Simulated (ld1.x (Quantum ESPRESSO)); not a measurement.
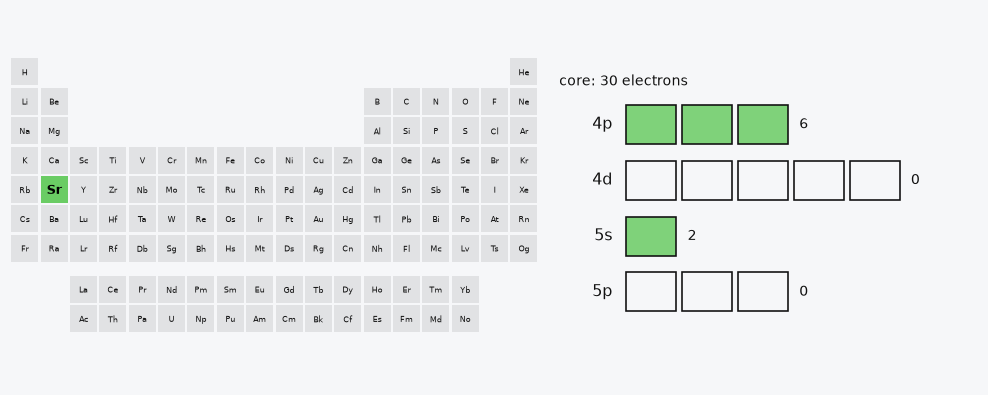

Fig. 1: Left, the place of strontium in the periodic table; right, the valence shells of the reference configuration: a box for each of the 2l + 1 orbitals, shaded by the share of the shell that is filled, with the electron count at the right.

**Pseudopotential generation for Sr**

Strontium (Sr, Z = 38), core [Ar] 3d10 4s2, reference valence 4p6 4d0 5s2 5p0, valence charge 8. Level asked for: ultrasoft potential, PW91, scalar-relativistic, made with ld1.x (Quantum ESPRESSO) 7.5.

### The input
```
 &input
   title='Sr', zed=38., rel=1, dft='PW91', iswitch=3,
   config='[Kr] 4d0 5s2 5p0',
   nld=3, rlderiv=4.10, eminld=-4.0, emaxld=5.0, deld=0.02
 /
 &inputp
   pseudotype=3, tm=.true., lloc=-2, rcloc=3.20,
   nlcc=.true.,
   which_augfun='PSQ', rmatch_augfun_nc=.true.,
   file_pseudopw='Sr.UPF', file_wfcaegen='ae.wfc', file_wfcncgen='nc.wfc', file_beta='beta', file_chi='chi', file_wfcusgen='us.wfc'
 /
6
5S  1  0   2.00   0.00  3.35  3.80  0.0
5S  1  0   0.00   0.55  3.35  3.80  0.0
4P  2  1   6.00   0.00  2.10  2.50  0.0
5P  3  1   0.00   0.00  2.10  2.50  0.0
4D  3  2   0.00   0.00  3.20  3.35  0.0
4D  3  2   0.00   1.85  3.20  3.35  0.0
 &test
   configts(1)='4p6 4d0 5s2 5p0'
 /
```

Run as:
```bash
ld1.x < Sr.in > Sr.out
```

### The program's output
```
     Program LD1 v.7.5
     --------------------------- All-electron run ----------------------------

     Sr
     scalar relativistic calculation

     atomic number is 38.00
     dft =PW91   lsd =0 sic =0 latt =0  beta=0.20 tr2=1.0E-14
     Exchange-correlation= PW91
                           (   1   4   2   2   0   0   0)
     mesh =1221 r(mesh) = 100.72700 a.u. xmin = -7.00 dx = 0.01250
     1 Ry =  13.60569312 eV, c = 137.03599908

     n l     nl                  e(Ry)          e(Ha)          e(eV)
     1 0     1S 1( 2.00)     -1171.5661      -585.7831    -15939.9692
     2 0     2S 1( 2.00)      -158.6424       -79.3212     -2158.4400
     2 1     2P 1( 6.00)      -140.9810       -70.4905     -1918.1435
     3 0     3S 1( 2.00)       -24.5328       -12.2664      -333.7859
     3 1     3P 1( 6.00)       -18.8330        -9.4165      -256.2362
     4 0     4S 1( 2.00)        -3.0101        -1.5050       -40.9539
     4 1     4P 1( 6.00)        -1.6805        -0.8402       -22.8642
     3 2     3D 1(10.00)        -9.4178        -4.7089      -128.1357
     4 2     4D 1( 0.00)        -0.0967        -0.0484        -1.3161
     5 0     5S 1( 2.00)        -0.2616        -0.1308        -3.5587
     5 1     5P 1( 0.00)        -0.0965        -0.0482        -1.3126

     final scf error:  3.1E-15 reached in  24 iterations

     Etot =   -6360.209590 Ry,   -3180.104795 Ha,  -86535.059876 eV

     Ekin =    6522.215526 Ry,    3261.107763 Ha,   88739.262925 eV
     Encl =  -15315.999625 Ry,   -7657.999813 Ha, -208384.790774 eV
     Eh   =    2644.660205 Ry,    1322.330103 Ha,   35982.435168 eV
     Exc  =    -211.085695 Ry,    -105.542848 Ha,   -2871.967194 eV

     normalization and overlap integrals

     s(1S/1S) =  1.000000  <r> =   0.0392  <r2> =    0.0021  r(max) =   0.0257
     s(2S/2S) =  1.000000  <r> =   0.1725  <r2> =    0.0351  r(max) =   0.1459
     s(2P/2P) =  1.000000  <r> =   0.1504  <r2> =    0.0277  r(max) =   0.1165
     s(3S/3S) =  1.000000  <r> =   0.4921  <r2> =    0.2780  r(max) =   0.4382
     s(3P/3P) =  1.000000  <r> =   0.4985  <r2> =    0.2902  r(max) =   0.4328
     s(4S/4S) =  1.000000  <r> =   1.3562  <r2> =    2.0917  r(max) =   1.1911
     s(4P/4P) =  1.000000  <r> =   1.5670  <r2> =    2.8332  r(max) =   1.3330
     s(3D/3D) =  1.000000  <r> =   0.4983  <r2> =    0.3028  r(max) =   0.3772
     s(4D/4D) =  1.000000  <r> =   3.5360  <r2> =   16.3360  r(max) =   2.1168
     s(5S/5S) =  1.000000  <r> =   4.3244  <r2> =   21.3456  r(max) =   3.6690
     s(5P/5P) =  1.000000  <r> =   5.9648  <r2> =   41.0339  r(max) =   4.8303

     ------------------------ End of All-electron run ------------------------

     --------------------- Generating US pseudopotential ---------------------

      Generating local potential from pseudized AE potential:
      Matching radius rcloc =   3.2000
      Enforcing V''(0)=0 (lloc=-2)

      Local pseudo, rcloc= 3.198 Estimated cut-off energy=     3.36 Ry

      Computing core charge for nlcc:

       r > 0.95 : true rho core
       r < 0.95 : rho core = a sin(br)/r    a=  10.76  b=   2.72

      Integrated core pseudo-charge :   6.28
      Wfc-us  5S rcutus= 3.809  Estimated cut-off energy=     8.54 Ry
      Wfc-us  5S rcutus= 3.809  Estimated cut-off energy=     4.89 Ry
      Wfc-us  4P rcutus= 2.490  Estimated cut-off energy=    13.65 Ry
      Wfc-us  5P rcutus= 2.490  Estimated cut-off energy=    25.29 Ry
      Wfc-us  4D rcutus= 3.362  Estimated cut-off energy=    10.02 Ry
      Wfc-us  4D rcutus= 3.362  Estimated cut-off energy=     9.82 Ry

     Q pseudized with Bessel functions
     Expected ecutrho=      97.6027 due to l1=  1   l2=  2

       Warning: n=1, l=0 expected 0 nodes, found 1
       Setting wfc to zero for this iteration
       (This warning will only be printed once per wavefunction)

       Zero norm: self consistency problem; state:  3 (l=  0, j=0.0)

 %%%%%%%%%%%%%%%%%%%%%%%%%%%%%%%%%%%%%%%%%%%%%%%%%%%%%%%%%%%%%%%%%%%%%%%%%%%%%%
     Error in routine chargeps (1):
     negative rho
 %%%%%%%%%%%%%%%%%%%%%%%%%%%%%%%%%%%%%%%%%%%%%%%%%%%%%%%%%%%%%%%%%%%%%%%%%%%%%%

     stopping ...
```

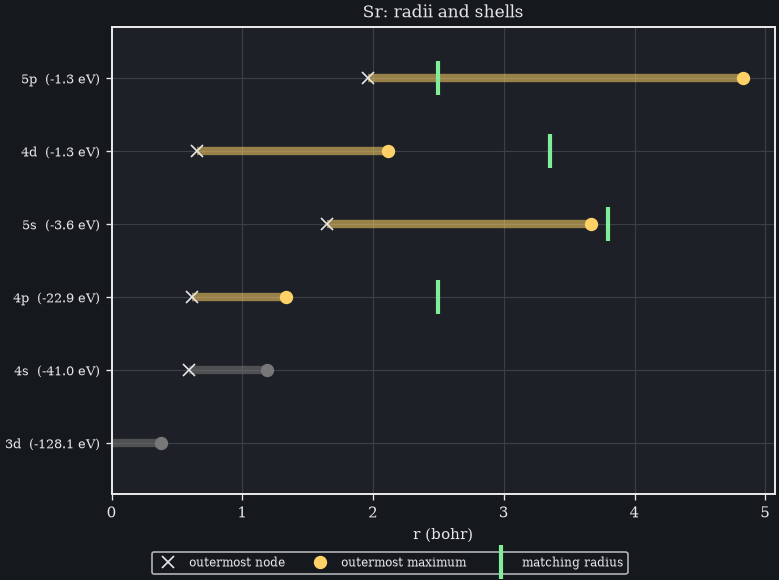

Fig. 2: Outer shells of the all-electron reference atom: each bar runs from the outermost node (or the nucleus) to the outermost maximum of u(r); the tick is the radius chosen for the pseudo-wave. Shells without a tick have no pseudo-wave of their own. Levels, nodes and maxima are from ld1.x, scalar-relativistic.

- Radii against the shells: 4p: 2.50 bohr, outside the maximum; 5s: 3.80 bohr, outside the maximum; 4d: 3.35 bohr, outside the maximum; 5p: 2.50 bohr, between node and maximum.

### Outcome

```
 quantity                      value
  outcome        ended with an error
 hardware  1 CPU thread, shared host
wall time                     0.67 s
```

### What went wrong

The generator stopped with the message “chargeps: negative rho”. In words: the spherical valence density built from the smooth waves and the augmentation charge turned negative at some radius.
